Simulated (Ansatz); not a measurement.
Si4O

Input file:

```
crystal:
  lattice:
    - [-2.0013763458, 2.0013763458, 4.7167466419]
    - [2.0013763458, -2.0013763458, 4.7167466419]
    - [2.0013763458, 2.0013763458, -4.7167466419]
  atoms:
    - { symbol: Si, position: [0.6573449004, 0.6573449004, 0.0] }
    - { symbol: Si, position: [0.5, 0.0, 0.5] }
    - { symbol: Si, position: [0.0, 0.5, 0.5] }
    - { symbol: Si, position: [0.3426550996, 0.3426550996, 0.0] }
    - { symbol: O, position: [0.0, 0.0, 0.0] }
basis:
  ecutwfc: 420
kpoints:
  mp_grid: { grid: [14, 14, 14] }
  band_path:
    path:
      - [[0.0, 0.0, 0.0], [0.0, 0.0, 0.5], [0.25, 0.25, 0.25], [0.0, 0.5, 0.0], [0.0, 0.0, 0.0], [0.5, 0.5, -0.5], [0.29501035, 0.70498965, -0.29501035]]
      - [[-0.29501035, 0.29501035, 0.29501035], [0.0, 0.0, 0.0]]
      - [[0.0, 0.0, 0.5], [-0.09002071, 0.09002071, 0.5]]
      - [[0.5, 0.5, -0.09002071], [0.5, 0.5, -0.5]]
    npoints: 14
hamiltonian:
  xc: pbe
scf:
  occupations: { method: gaussian, width: 0.1 }
  n_extra_bands: 12
output:
  forces: true
  stress: true
  eigenvalues: true
  populations: true
  dos: { projected: true, de: 0.02, nscf_kmesh: { grid: [17, 17, 17] } }
  bader: true
  write_density: true
  write_potential: true
  elf: true
  volumetric_format: npy
```

Command:

```sh
ansatz run input.yaml --threads 1 --pin off --max-ram 2560MiB --backend cpu --events-out ev --progress --plain --runs-dir out
```

Below, planes, directions and counts refer to the conventional cell (a = 4.00 Å, b = 4.00 Å, c = 9.43 Å, α = 90.00°, β = 90.00°, γ = 90.00°).

Space group I4/mmm; a structure generated by program, which may or may not match a known phase.

All numbers below come from DFT PBE, scalar-relativistic, plane waves, PAW (Ansatz).

### What can the converged valence pseudo-density and electron localisation function tell about the bonding?

Si–O (2.00 Å): the density is about 0.54 e/Å³ at the midpoint; the ELF peaks at about 0.80 in the valence shell of O, 0.6 Å from its nucleus, and is about 0.60 at the midpoint.
Bader's partition of the density gives Si +0.05 to +0.76 and O −1.62 e.

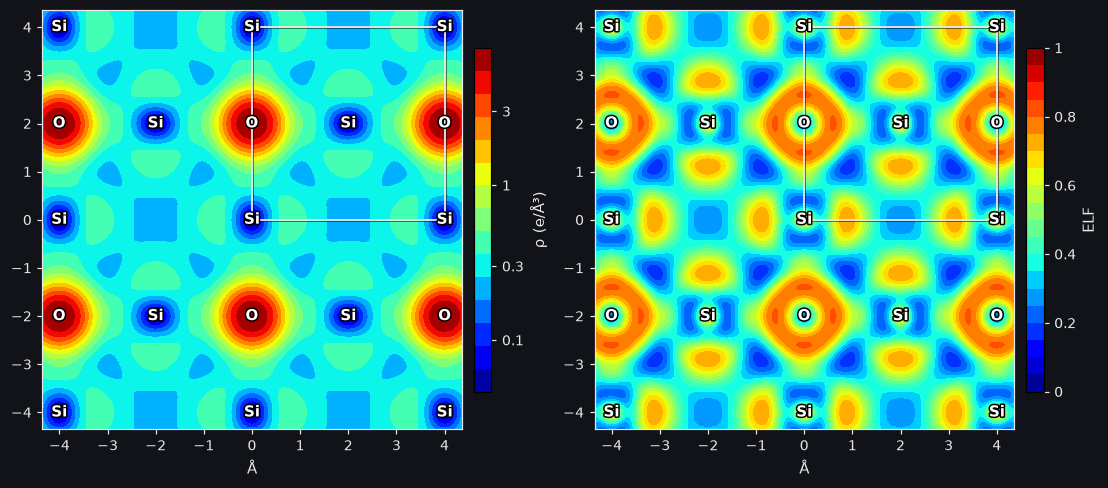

Computed valence pseudo-density and electron localisation function on the (001) plane of the conventional cell, in this order. 

In a PAW calculation such maps are meaningful between the atoms, not at the nuclei.
